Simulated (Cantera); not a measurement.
Charge: 1 mol Pb, 1.1 mol CO, 0.47 mol H2, held at 1000 Pa.

Equilibrium computed with Cantera from the NASA thermochemical tables; the gas is ideal and each condensed phase is pure. Candidate condensed phases: C, C6H6, C7H8, C8H18, H2O, Pb, PbO, PbO2, Pb3O4; 113 gas species. Rates play no part.

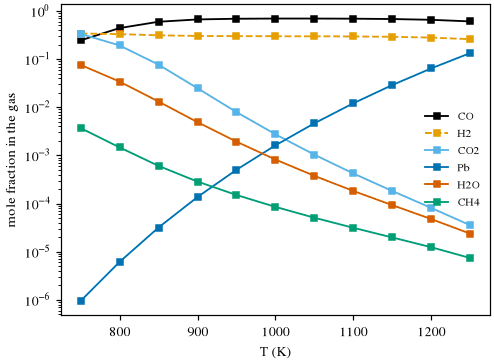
Figure. Equilibrium gas composition (values under 1e-9 drawn at 1e-9)

From 750 K to 1200 K the condensed part is C(graphite) + Pb(l). At 1250 K the condensed part is Pb(l). The main Pb-bearing gas is Pb throughout.
